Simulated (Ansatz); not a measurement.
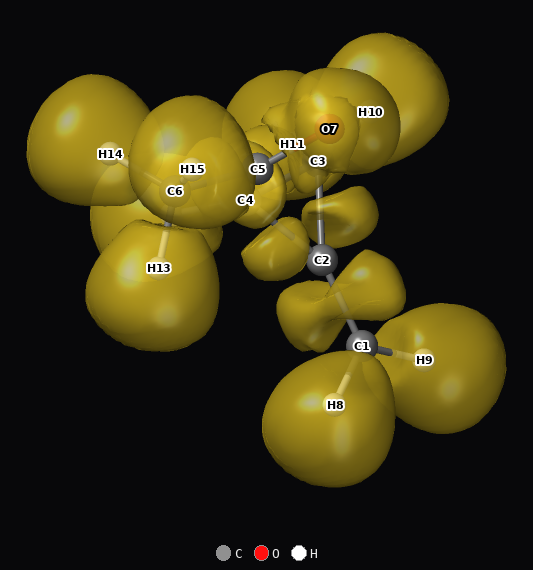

The picture shows: C$_{6}$H$_{8}$O. Isosurface of the electron localisation function at 0.75 (yellow), seen at an oblique angle. Core shells and regions of very low density are left out.

Geometry: r2SCAN-D4/def2-SVP.

Level of theory: isolated molecule in a Gaussian basis; Kohn-Sham density functional theory, functional PBE0 in Ansatz 0.2.0.

```yaml
atoms:
  - { symbol: C, position_ang: [0.5718, -3.0615, 1.3900] }
  - { symbol: C, position_ang: [0.7317, -1.8173, 0.9607] }
  - { symbol: C, position_ang: [1.5735, -0.6750, 0.6666] }
  - { symbol: C, position_ang: [0.0539, -0.6010, 0.4488] }
  - { symbol: C, position_ang: [-0.7342, 0.2196, 1.4346] }
  - { symbol: C, position_ang: [-2.1651, 0.5061, 1.0489] }
  - { symbol: O, position_ang: [-0.2461, 0.6102, 2.4750] }
  - { symbol: H, position_ang: [-0.4185, -3.5245, 1.4379] }
  - { symbol: H, position_ang: [1.4315, -3.6588, 1.7100] }
  - { symbol: H, position_ang: [1.9298, -0.0761, 1.5151] }
  - { symbol: H, position_ang: [2.2160, -0.6892, -0.2213] }
  - { symbol: H, position_ang: [-0.3357, -0.6407, -0.5766] }
  - { symbol: H, position_ang: [-2.6986, -0.4360, 0.8404] }
  - { symbol: H, position_ang: [-2.1909, 1.0960, 0.1173] }
  - { symbol: H, position_ang: [-2.6701, 1.0576, 1.8521] }
```

### Describe the localisation domains.

At this value the surface marks out six regions between bonded C–C atoms (shared pairs), eight regions around hydrogen nuclei and one region on O in which the atom's valence shell and bonds are merged.

Values along the shortest contacts:
C–O (1.21 Å): the ELF peaks at about 0.85 between the atoms; a multiple bond. C–C (1.33 Å): the ELF peaks at about 0.90 between the atoms; a multiple bond.
